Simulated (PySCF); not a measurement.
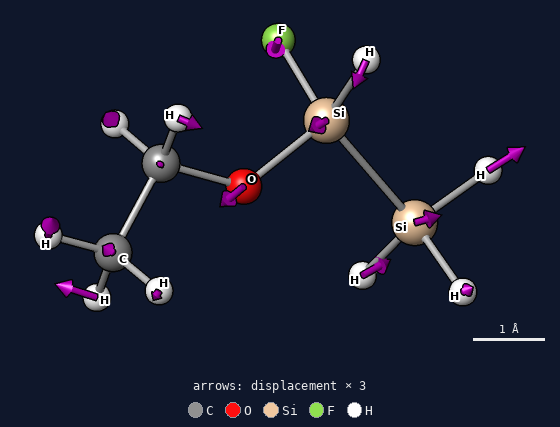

A relaxation of C₂H₉FOSi₂. The starting structure is drawn; purple arrows show the displacements, magnified 3 times. The two geometries are superimposed by the best rigid fit.

A ball-and-stick model, seen at a tilt.

The start comes from GFN2-xTB.

Method: PBE0-D3(BJ)/def2-SVP geometry optimisation, gas phase in PySCF. 

What did the optimiser do to the structure, and how much energy did it gain?

Answer. Over 8 geometry steps the energy falls by 17.5 kJ/mol. The atom that moves furthest after the best rigid fit is an H atom (0.23 Å). Largest moves by element: H 0.23 Å, O 0.20 Å, F 0.19 Å, Si 0.15 Å, C 0.09 Å. Among the contacts that change: Si–Si 2.285 → 2.335 Å, O–Si 1.612 → 1.651 Å, H–Si 1.464 → 1.494 Å, C–H 1.087 → 1.100 Å. Bond angles that change, for instance: Si–Si–H 123.1° → 115.9°, F–Si–H 98.9° → 105.5°, Si–Si–H 115.1° → 109.5°.
